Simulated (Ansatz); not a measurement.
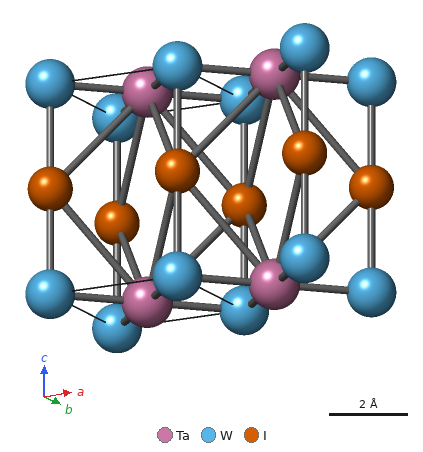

Crystalline TaWI (a generated structure, set up in P4/mmm), before the relaxation. The picture is a ball-and-stick view of the cell of the calculation, repeated 2 × 1 × 1 with one cell outlined, seen from a free direction.

Method: Ansatz 0.2.0, DFT PBE, scalar-relativistic, plane waves, PAW.

The input:
```yaml
crystal:
  lattice:
    - [3.7012618029, 0.0, 0.0]
    - [0.0, 3.7012618029, 0.0]
    - [0.0, 0.0, 5.6225965024]
  atoms:
    - { symbol: Ta, position: [0.5, 0.5, 0.0] }
    - { symbol: W, position: [0.0, 0.0, 0.0] }
    - { symbol: I, position: [0.0, 0.0, 0.5] }
basis:
  ecutwfc: 420
kpoints:
  mp_grid: { grid: [12, 12, 8] }
hamiltonian:
  xc: pbe
scf:
  occupations: { method: gaussian, width: 0.1 }
output:
  forces: true
  stress: true
  eigenvalues: true
relax:
  adjacent_minimum: "off"
  f_tol: 0.01
  max_steps: 80
  cell: { stress_tol: 0.05 }
```

Run as
```bash
ansatz run input.yaml --threads 1 --pin off --max-ram 2048MiB --backend cpu --events-out ev --progress --plain --runs-dir out
```

> Predict the outcome.

The atoms keep their places relative to the cell (all moves are under 0.005 Å). Cell: a = b 3.701 → 3.716 Å (+0.4 %), c 5.623 → 5.598 Å (−0.4 %). Volume +0.4 %. Near-neighbour distances that change, for instance: W2–I3 2.811 → 2.799 Å, Ta1–W2 2.617 → 2.628 Å. The space group stays P4/mmm (No. 123). Over 2 accepted moves (4 points after the start) the energy falls by 2.4 meV per cell of the calculation. All forces vanish by symmetry, so only the cell relaxes. The pressure goes from 0.60 to 0.00 GPa. The line search rejected the trial step at point 1 of the run. At 1 point the geometry stayed and the basis and grid were re-selected for the new cell (energy shift of 0.1 meV per cell of the calculation at most each time). The run took 2.5 min on 1 thread of Arm Neoverse N1 (shared host), peak memory 0.54 GiB.

Final geometry:

```
Ta W I
1.0
     3.71597    0.00000    0.00000
     0.00000    3.71597    0.00000
     0.00000    0.00000    5.59787
Ta W I
1 1 1
Cartesian
  1.8580 1.8580 5.5979
  0.0000 0.0000 5.5979
  0.0000 0.0000 2.7989
```
